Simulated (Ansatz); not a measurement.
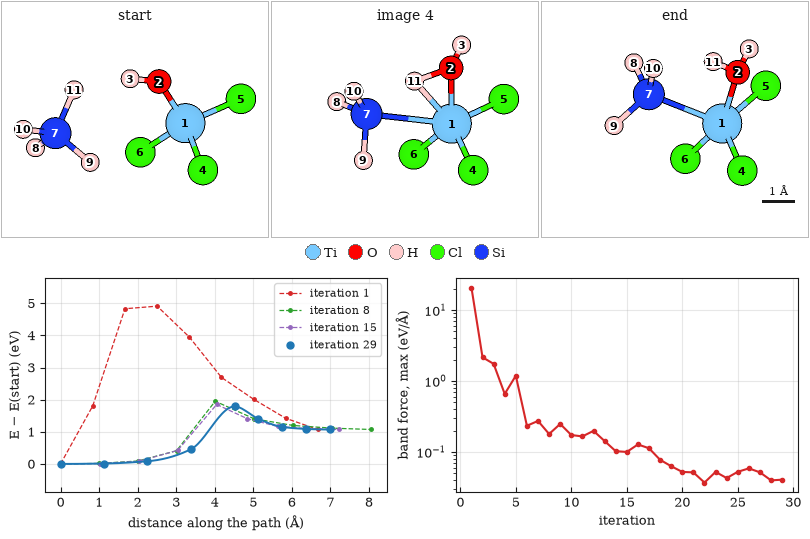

A search for the minimum-energy path of TiSiH5OCl3 by the nudged elastic band. Images are numbered from 0 (start) to 8 (end). The plot follows the band through its iterations. The picture is a ball-and-stick view, seen at a tilt.

The calculation used RKS PBE/def2-SVP in Ansatz 0.2.0. Set-up: 7 movable images; climbing image; force threshold 0.05 eV/Å; iteration limit 60; starting path through a guess of the saddle point.

Question: Did the band converge, and can the barrier be trusted?

Answer: The result is final at these settings. The band converged in 29 iterations. The largest component of the band force went from 21 to 0.041 eV/Å. The climbing image converged on the top of the path. Its vibrational analysis gives one imaginary mode (1139i cm⁻¹), as a transition state must have. The first iteration put the highest image at 4.91 eV. Forward barrier 1.79 eV, backward barrier 0.72 eV, with image 4 at the top; the reaction energy is +1.07 eV.

The run took 3.2 min on 4 threads of AMD EPYC 9R45 96-Core Processor (Zen 5) (shared host), peak memory 0.28 GiB.
